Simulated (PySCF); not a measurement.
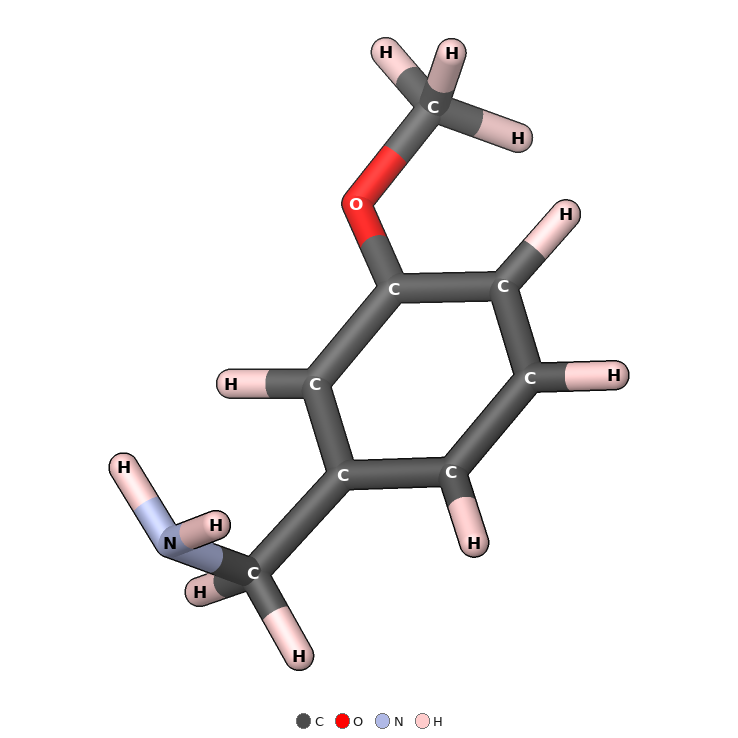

The computed structure is the end point of a GFN2-xTB optimisation. No frequency run is at hand to confirm it as a minimum.

Count the atoms of each element.

Answer. C8H11NO, 21 atoms: 8 carbon, 11 hydrogen, 1 nitrogen and 1 oxygen.

Does it have rings?

Answer. Independent rings (smallest set): 1 of 6 members, 1 of them aromatic.

Name some functional groups or characteristic bonds that it holds.

Answer. Among them: ether, primary amine.

The parts below concern this one geometry. Atoms keep their numbers from picture to picture.

**Geometry**

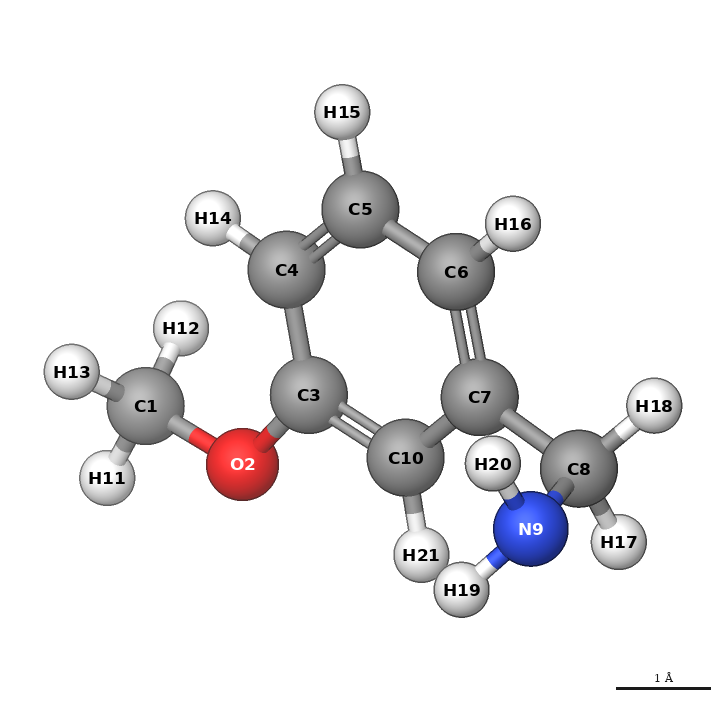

No frequency run is at hand to confirm it as a minimum.

Which atoms are bonded, and how long are the bonds? Leave out bonds to hydrogen.

```tsv
bond	length (Å)	order
C1–O2	1.406	single
O2–C3	1.364	single
C3–C4	1.390	aromatic
C3–C10	1.395	aromatic
C4–C5	1.386	aromatic
C5–C6	1.381	aromatic
C6–C7	1.392	aromatic
C7–C8	1.510	single
C7–C10	1.384	aromatic
C8–N9	1.459	single
```

**Ring current**

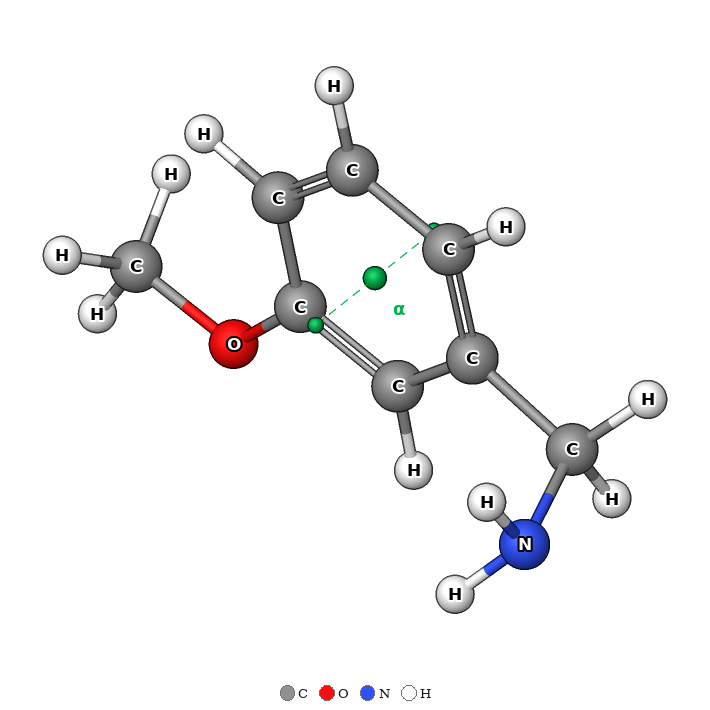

The small points mark where nucleus-independent chemical shifts (NICS) were computed: at the centre of each lettered ring and 1 Å above and below it. No frequency run is at hand to confirm it as a minimum. Level of theory: GIAO PBE0/pcSseg-1 NMR shielding, non-relativistic, gas phase (PySCF 2.14.0).

Give NICS(0), NICS(1) and the out-of-plane component NICS(1)zz for each ring (means of the two sides).

```json
{"ring": "α", "members": "C6", "NICS(0)": "−9.4", "NICS(1)": "−11.0", "NICS(1)zz": "−26.6"}
```

Values in ppm.

What do the values say about the ring currents?

Answer. Ring α: diatropic, as in an aromatic ring. NICS is one index among several.

**NMR shielding**

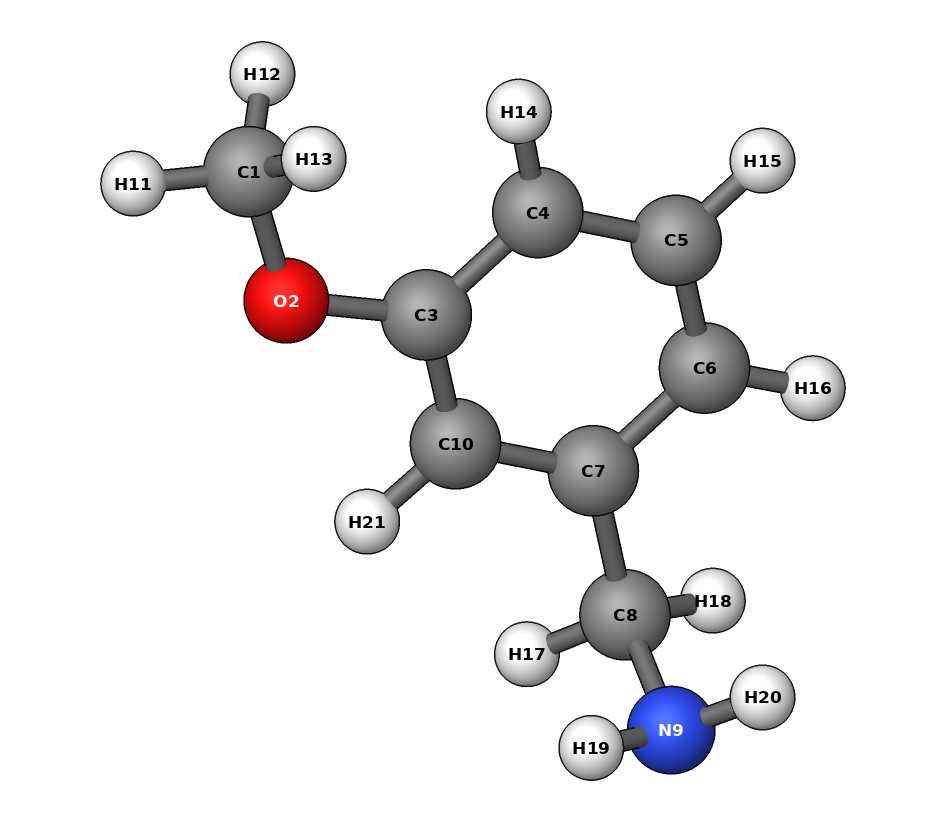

No frequency run is at hand to confirm it as a minimum. Properties computed with GIAO PBE0/pcSseg-1 NMR shielding, non-relativistic, gas phase (PySCF 2.14.0). Principal shieldings σ11 ≤ σ22 ≤ σ33, span Ω = σ33 − σ11, skew κ = 3(σiso − σ22)/Ω.

Give the shielding tensors of the O atoms.

```tsv
atom	σ11	σ22	σ33	σiso	Ω	κ
O2	125.7	278.7	287.3	230.6	161.6	−0.89
```

Shieldings and span in ppm.

**Electronic properties**

No frequency run is at hand to confirm it as a minimum. Level of theory: PBE0/pcSseg-1, gas phase (PySCF 2.14.0).

Give the LUMO energy (Kohn–Sham orbital) at this level.

Answer. −0.22 eV.

Estimate the dipole moment.

Answer. 2.64 D.

Estimate the HOMO energy (Kohn–Sham orbital).

Answer. −6.45 eV.
